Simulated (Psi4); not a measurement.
## AlO: single-point calculation (part 1 of 3)

AlO (oxoaluminum), multiplicity 4, SMILES [O]=[Al], computed with CCSD/CBS, UHF (Psi4 1.11).

The geometry is that of the parent species in another charge or spin state. The geometry comes from this level: GFN2-xTB.

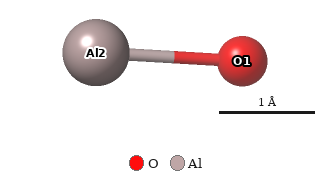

Fig. 1: The structure as given in the input (ball-and-stick view, seen at a tilt; atoms are numbered from 1 in the order of the input). Sticks mark near contacts. Bond lengths as drawn: Al–O 1.57 Å.

## The input (run.py)
```python
import psi4

psi4.set_memory(1600000000)
psi4.set_num_threads(1)
psi4.set_output_file('alo.out', False)

mol = psi4.geometry("""
0 4
O
Al 1 1.57005
""")

options = {'reference': 'uhf', 'freeze_core': True}
psi4.set_options(options)

E = psi4.energy("ccsd/aug-cc-pv[dt]z")
print(f'ccsd/aug-cc-pv[dt]z energy: {E:.10f} Eh')
```

Hardware: 1 thread of Intel Xeon @ 2.50GHz (Skylake/Cascade Lake), 16 GiB of memory available, shared host.

Command:
```bash
python run.py
```

## What the program printed
```
Psi4 1.11 release

  //>>>>>>>>>>>>>>>>>>>>>>>>>>>>>>>>>>>//
  //          CBS Computations         //
  //<<<<<<<<<<<<<<<<<<<<<<<<<<<<<<<<<<<//

    -----------------------------------------------------------------------
                               Psi4 1.11 release

    h
    h
    h

    -----------------------------------------------------------------------

    Memory:     1.5 GiB
    Threads:    1
                ecpint, einsums, f̶o̶r̶t̶e̶, gauxc, gcp, g̶d̶m̶a̶, geometric, g̶p̶u̶_̶d̶f̶c̶c̶,
                i̶n̶t̶e̶g̶r̶a̶t̶o̶r̶x̶x̶, i̶p̶i̶, libefp, m̶d̶i̶, m̶p̶2̶d̶, m̶r̶c̶c̶, ooo,
                o̶p̶e̶n̶f̶e̶r̶m̶i̶o̶n̶p̶s̶i̶4̶, pcmsolver, p̶s̶i̶4̶f̶o̶c̶k̶c̶i̶, p̶s̶i̶x̶a̶s̶,
                p̶y̶e̶i̶n̶s̶u̶m̶s̶, r̶e̶s̶p̶, s̶i̶m̶i̶n̶t̶, s̶n̶s̶m̶p̶2̶,
                v̶2̶r̶d̶m̶_̶c̶a̶s̶s̶c̶f̶

   => Loading Basis Set <=

    Name: AUG-CC-PVTZ
    Role: ORBITAL
    Keyword: BASIS

         ---------------------------------------------------------
                                   SCF
                              UHF Reference
                        1 Threads,   1525 MiB Core
         ---------------------------------------------------------

  ==> Geometry <==

    Molecular point group: c2v
    Full point group: C_inf_v

    Geometry (in Bohr), charge = 0, multiplicity = 4:

       Center              X                  Y                   Z               Mass
    ------------   -----------------  -----------------  -----------------  -----------------
         O            0.000000000000     0.000000000000    -1.862723914969    15.994914619570
         AL           0.000000000000     0.000000000000     1.104240588306    26.981538530000

  Running in c2v symmetry.

  Rotational constants: A = ************  B =      0.68101  C =      0.68101 [cm^-1]
  Rotational constants: A = ************  B =  20416.07097  C =  20416.07097 [MHz]
  Nuclear repulsion =   35.052660685761609

  Charge       = 0
  Multiplicity = 4
  Electrons    = 21
  Nalpha       = 12
  Nbeta        = 9

  ==> Algorithm <==

  SCF Algorithm Type is PK.
  DIIS enabled.
  MOM disabled.
  Fractional occupation disabled.
  Guess Type is SAD.
  Energy threshold   = 1.00e-08
  Density threshold  = 1.00e-08
  Integral threshold = 1.00e-12

  ==> Primary Basis <==

  Basis Set: AUG-CC-PVTZ
    Blend: AUG-CC-PVTZ
    Number of shells: 30
    Number of basis functions: 96
    Number of Cartesian functions: 114
    Spherical Harmonics?: true
    Max angular momentum: 3

  ==> Integral Setup <==

  Using in-core PK algorithm.
   Calculation information:
      Number of atoms:                   2
      Number of AO shells:              30
      Number of primitives:             94
      Number of atomic orbitals:       114
      Number of basis functions:        96

      Integral cutoff                 1.00e-12
      Number of threads:                 1

  Performing in-core PK
  Using 21682992 doubles for integral storage.
  We computed 108345 shell quartets total.
  Whereas there are 108345 unique shell quartets.

  ==> DiskJK: Disk-Based J/K Matrices <==

    J tasked:                  Yes
    K tasked:                  Yes
    wK tasked:                  No
    Memory [MiB]:             1144
    Schwarz Cutoff:          1E-12

  Minimum eigenvalue in the overlap matrix is 4.0367886815E-04.
  Reciprocal condition number of the overlap matrix is 8.3953446745E-05.
    Using symmetric orthogonalization.

  ==> Pre-Iterations <==

  SCF Guess: Superposition of Atomic Densities via on-the-fly atomic UHF (no occupation information).

   -------------------------
    Irrep   Nso     Nmo
   -------------------------
     A1        40      40
     A2        10      10
     B1        23      23
     B2        23      23
   -------------------------
    Total      96      96
   -------------------------

  ==> Iterations <==

                        Total Energy        Delta E     RMS |[F,P]|

   @UHF iter SAD:  -315.77858230945674   -3.15779e+02   0.00000e+00
   @UHF iter   1:  -316.64989118285513   -8.71309e-01   5.56158e-03 ADIIS/DIIS
   @UHF iter   2:  -316.68530147577553   -3.54103e-02   2.67521e-03 ADIIS/DIIS
   @UHF iter   3:  -316.69329584768684   -7.99437e-03   5.88020e-04 ADIIS/DIIS
   @UHF iter   4:  -316.69463388336692   -1.33804e-03   1.78835e-04 ADIIS/DIIS
   @UHF iter   5:  -316.69482528730236   -1.91404e-04   5.96068e-05 DIIS
   @UHF iter   6:  -316.69484413636832   -1.88491e-05   1.96928e-05 DIIS
   @UHF iter   7:  -316.69484591732868   -1.78096e-06   6.62576e-06 DIIS
   @UHF iter   8:  -316.69484618334621   -2.66018e-07   2.32560e-06 DIIS
   @UHF iter   9:  -316.69484621546479   -3.21186e-08   5.49149e-07 DIIS
   @UHF iter  10:  -316.69484621697063   -1.50584e-09   1.31044e-07 DIIS
   @UHF iter  11:  -316.69484621706243   -9.18021e-11   4.20945e-08 DIIS
   @UHF iter  12:  -316.69484621707227   -9.83391e-12   1.14192e-08 DIIS
   @UHF iter  13:  -316.69484621707295   -6.82121e-13   2.79446e-09 DIIS
  Energy and wave function converged.

  ==> Post-Iterations <==

   @Spin Contamination Metric:   8.109565719E-03
   @S^2 Expected:                3.750000000E+00
   @S^2 Observed:                3.758109566E+00
   @S   Expected:                1.500000000E+00
   @S   Observed:                1.500000000E+00

    Orbital Energies [Eh]
    ---------------------

    Alpha Occupied:

       1A1   -58.520871     2A1   -20.616087     3A1    -4.941691
       4A1    -3.255286     1B2    -3.255284     1B1    -3.250817
       5A1    -1.381464     2B1    -0.667209     6A1    -0.647696
       2B2    -0.591963     7A1    -0.430303     3B2    -0.226033

    Alpha Virtual:

       3B1     0.001896     8A1     0.030662     9A1     0.043420
       4B2     0.043987     4B1     0.053118    10A1     0.088348
       1A2     0.097037    11A1     0.097657     5B1     0.103292
       5B2     0.107783    12A1     0.119095    13A1     0.223730
       6B1     0.227735     6B2     0.236004    14A1     0.290276
       2A2     0.297205    15A1     0.298084     7B2     0.304107
       7B1     0.308389    16A1     0.315241     3A2     0.332269
       8B1     0.334915     8B2     0.334984    17A1     0.335781
       9B2     0.345948     9B1     0.349602    18A1     0.355849
      10B1     0.474824    19A1     0.491009    10B2     0.493271
      20A1     0.737125    11B1     0.761944    11B2     0.779750
       4A2     0.790283    21A1     0.790764    22A1     0.831365
       5A2     0.910563    23A1     0.911198    12B1     0.962468
      24A1     0.975562    12B2     0.981307    13B1     1.024912
      13B2     1.024979     6A2     1.059411    25A1     1.060487
      14B1     1.157131    14B2     1.191599    26A1     1.259242
      15B1     1.311491    15B2     1.345524    27A1     1.462064
      28A1     1.867174    16B1     2.045184    16B2     2.045208
      29A1     2.071752     7A2     2.184095    30A1     2.187603
      17B1     2.290196    31A1     2.326069     8A2     2.328592
      17B2     2.331995    18B1     2.363386    18B2     2.377323
      32A1     2.421897    19B1     2.724225    19B2     2.757425
      33A1     3.465245    34A1     3.732811    20B1     4.353127
      20B2     4.419948    35A1     4.796359    21B1     6.429857
      21B2     6.429964    36A1     6.550334     9A2     6.562745
      37A1     6.649682    22B1     6.730489    22B2     6.783046
      38A1     7.018723    10A2     7.021227    23B1     7.094899
      23B2     7.155920    39A1     7.294393    40A1    11.600295

    Beta Occupied:

       1A1   -58.511170     2A1   -20.575092     3A1    -4.923873
       1B1    -3.242411     4A1    -3.241486     1B2    -3.232865
       5A1    -1.203982     6A1    -0.572261     2B2    -0.521297

    Beta Virtual:

       7A1    -0.020085     2B1    -0.005181     8A1     0.034172
       3B2     0.035662     3B1     0.041431     9A1     0.069834
       4B1     0.094425    10A1     0.100355     4B2     0.107657
       1A2     0.109809    11A1     0.113142    12A1     0.135498
       5B2     0.139234     5B1     0.154932    13A1     0.239934
       6B2     0.242181     6B1     0.249638    14A1     0.332656
       7B1     0.338474     2A2     0.342203    15A1     0.343738
      16A1     0.347372     7B2     0.348621     8B1     0.351622
       3A2     0.356248     8B2     0.367090    17A1     0.367936
      18A1     0.386034     9B1     0.393731     9B2     0.411326
      19A1     0.508930    10B2     0.519187    10B1     0.522959
      20A1     0.769536    11B1     0.798969    11B2     0.804198
       4A2     0.813296    21A1     0.815213    22A1     0.847092
      23A1     0.954753     5A2     0.955535    12B1     1.013735
      24A1     1.020042    12B2     1.024783    13B2     1.063805
      13B1     1.064009     6A2     1.094381    25A1     1.098828
      14B2     1.228854    14B1     1.231302    26A1     1.284597
      15B1     1.353200    15B2     1.358992    27A1     1.491728
      28A1     1.912001    16B2     2.065782    16B1     2.065787
      29A1     2.106943     7A2     2.248760    30A1     2.249596
      17B1     2.351391    17B2     2.355672     8A2     2.357456
      31A1     2.357830    18B1     2.393516    18B2     2.407739
      32A1     2.439682    19B1     2.748208    19B2     2.768838
      33A1     3.478767    34A1     3.762640    20B2     4.453670
      20B1     4.482829    35A1     4.830728    21B1     6.484980
      21B2     6.484987    36A1     6.602084     9A2     6.604516
      37A1     6.667680    22B1     6.776606    22B2     6.797086
      10A2     7.112955    38A1     7.113099    23B1     7.186520
      23B2     7.186687    39A1     7.334932    40A1    11.639741

    Final Occupation by Irrep:
             A1    A2    B1    B2
    DOCC [     6,    0,    1,    2 ]
    SOCC [     1,    0,    1,    1 ]
    NA   [     7,    0,    2,    3 ]
    NB   [     6,    0,    1,    2 ]

  @UHF Final Energy:  -316.69484621707295

   => Energetics <=

    Nuclear Repulsion Energy =             35.0526606857616088
    One-Electron Energy =                -509.6858740738732649
    Two-Electron Energy =                 157.9383671710387205
    Total Energy =                       -316.6948462170729499

  UHF NO Occupations:
  HONO-2 :    2 B1 1.0000000
  HONO-1 :    7 A1 1.0000000
  HONO-0 :    3 B2 1.0000000
  LUNO+0 :    8 A1 0.0018062
  LUNO+1 :    4 B2 0.0013495
  LUNO+2 :    9 A1 0.0008853
  LUNO+3 :   10 A1 0.0000067

Computation Completed

Properties will be evaluated at   0.000000,   0.000000,   0.000000 [a0]

Properties computed using the SCF density matrix

 Multipole Moments:

 ------------------------------------------------------------------------------------
     Multipole            Electronic (a.u.)      Nuclear  (a.u.)        Total (a.u.)
 ------------------------------------------------------------------------------------

 L = 1.  Multiply by 2.5417464519 to convert [e a0] to [Debye]
 Dipole X            :          0.0000000            0.0000000            0.0000000
 Dipole Y            :          0.0000000            0.0000000            0.0000000
 Dipole Z            :          0.9283235           -0.5466637            0.3816598
 Magnitude           :                                                    0.3816598

 ------------------------------------------------------------------------------------

	total time  =          5 seconds =       0.08 minutes
 MINTS: Wrapper to libmints.

   Calculation information:
      Number of threads:                 1
      Number of atoms:                   2
      Number of AO shells:              30
      Number of SO shells:              30
      Number of primitives:             94
      Number of atomic orbitals:       114
      Number of basis functions:        96

      Number of irreps:                  4
      Integral cutoff                 1.00e-12
      Number of functions per irrep: [  40   10   23   23 ]

 OEINTS: Overlap, kinetic, potential, dipole, and quadrupole integrals
         stored in file 35.

      Computing two-electron integrals...done
      Computed 2135327 non-zero two-electron integrals.
        Stored in file 33.

	Wfn Parameters:
	--------------------
	Wavefunction         = CCSD
	Number of irreps     = 4
	Number of MOs        = 96
	Number of active MOs = 90
	AO-Basis             = NONE
	Semicanonical        = false
	Reference            = UHF
	Print Level          = 1

	IRREP	# MOs	# FZDC	# DOCC	# SOCC	# VIRT	# FZVR
	-----	-----	------	------	------	------	------
	 A1	   40	    4	    2	    1	    33	    0
	 A2	   10	    0	    0	    0	    10	    0
	 B1	   23	    1	    0	    1	    21	    0
	 B2	   23	    1	    1	    1	    20	    0
	Transforming integrals...
	IWL integrals will be deleted.
	(OO|OO)...
	Presorting SO-basis two-electron integrals.
	Sorting File: SO Ints (nn|nn) nbuckets = 1
	Constructing frozen core operators
	Starting AA/AB first half-transformation.
	Sorting AA/AB half-transformed integrals.
	Starting BB first half-transformation.
	Sorting BB half-transformed integrals.
	First half integral transformation complete.
	Starting AA second half-transformation.
	Starting AB second half-transformation.
	Starting BB second half-transformation.
	Two-electron integral transformation complete.
	(OO|OV)...
	Starting AA second half-transformation.
	Starting AB second half-transformation.
	Starting BB second half-transformation.
	Two-electron integral transformation complete.
	(OO|VV)...
	Starting AA second half-transformation.
	Starting AB second half-transformation.
	Starting BB second half-transformation.
	Two-electron integral transformation complete.
	(OV|OO)...
	Starting AA/AB first half-transformation.
	Sorting AA/AB half-transformed integrals.
	Starting BB first half-transformation.
	Sorting BB half-transformed integrals.
	First half integral transformation complete.
	Starting AA second half-transformation.
	Starting AB second half-transformation.
	Starting BB second half-transformation.
	Two-electron integral transformation complete.
	(OV|OV)...
	Starting AA second half-transformation.
	Starting AB second half-transformation.
	Starting BB second half-transformation.
	Two-electron integral transformation complete.
	(OV|VV)...
	Starting AA second half-transformation.
	Starting AB second half-transformation.
	Starting BB second half-transformation.
	Two-electron integral transformation complete.
	(VV|OO)...
	Starting AA/AB first half-transformation.
	Sorting AA/AB half-transformed integrals.
	Starting BB first half-transformation.
	Sorting BB half-transformed integrals.
	First half integral transformation complete.
	Starting AA second half-transformation.
	Starting AB second half-transformation.
	Starting BB second half-transformation.
	Two-electron integral transformation complete.
	(VV|OV)...
	Starting AA second half-transformation.
	Starting AB second half-transformation.
	Starting BB second half-transformation.
	Two-electron integral transformation complete.
	(VV|VV)...
	Starting AA second half-transformation.
	Starting AB second half-transformation.
	Starting BB second half-transformation.
	Two-electron integral transformation complete.
	Frozen core energy     =   -328.09343051999866

	Size of irrep 0 of <AB|CD> integrals:      0.947 (MW) /      7.574 (MB)
	Size of irrep 1 of <AB|CD> integrals:      0.562 (MW) /      4.500 (MB)
	Size of irrep 2 of <AB|CD> integrals:      0.797 (MW) /      6.380 (MB)
	Size of irrep 3 of <AB|CD> integrals:      0.757 (MW) /      6.055 (MB)
	Total:                                     3.064 (MW) /     24.509 (MB)

	Size of irrep 0 of <ab|cd> integrals:      1.096 (MW) /      8.770 (MB)
	Size of irrep 1 of <ab|cd> integrals:      0.643 (MW) /      5.146 (MB)
	Size of irrep 2 of <ab|cd> integrals:      0.918 (MW) /      7.342 (MB)
	Size of irrep 3 of <ab|cd> integrals:      0.872 (MW) /      6.979 (MB)
	Total:                                     3.530 (MW) /     28.236 (MB)
```
